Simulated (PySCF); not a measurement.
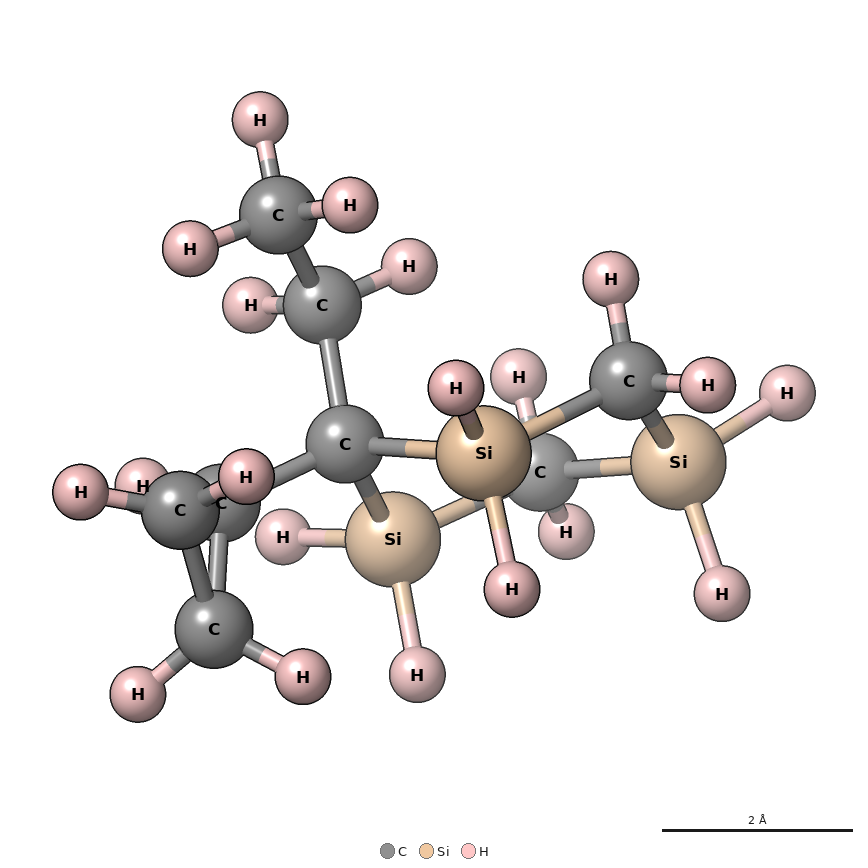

Atoms fade into the background with distance from the viewer. The computed structure is the end point of a PBE0-D3(BJ)/def2-SVP optimisation. No frequency run is at hand to confirm it as a minimum. Masses are those of the most abundant isotopes; constants are for the rigid equilibrium geometry.

Classify the rotor and give the rotational constants (MHz).

An asymmetric top (C1): A = 1062, B = 537, C = 499 MHz. Ray's parameter κ is −0.87, close to the prolate limit.
